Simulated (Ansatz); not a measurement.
## SnO: pressure series

Start from SnO in the litharge type structure (space group P4/nmm, No. 129; a = 3.8371 Å, c = 4.7586 Å; layered, stacked along the Cartesian z axis).

Cell and atoms are relaxed at each pressure.

Level of theory: Kohn–Sham DFT with the PBE-D3(BJ) functional, run in Ansatz (an electronic-structure program) with PAW and 420 eV plane waves, scalar-relativistic without spin-orbit coupling.

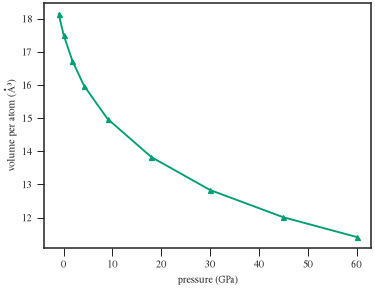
Figure. Volume per atom against pressure

```json
[
 {"pressure (GPa)": "-1", "volume per atom": "18.14 Å³"},
 {"pressure (GPa)": "1.8", "volume per atom": "16.73 Å³"},
 {"pressure (GPa)": "4.2", "volume per atom": "15.97 Å³"},
 {"pressure (GPa)": "9", "volume per atom": "14.98 Å³"},
 {"pressure (GPa)": "18", "volume per atom": "13.82 Å³"},
 {"pressure (GPa)": "30", "volume per atom": "12.83 Å³"},
 {"pressure (GPa)": "45", "volume per atom": "12.01 Å³"},
 {"pressure (GPa)": "60", "volume per atom": "11.41 Å³"}
]
```

Load acts through the strain it causes; cell and atoms are relaxed under it. No phonon test of stability was made. Competing high-pressure phases were not computed. The final runs are not spin-polarised.
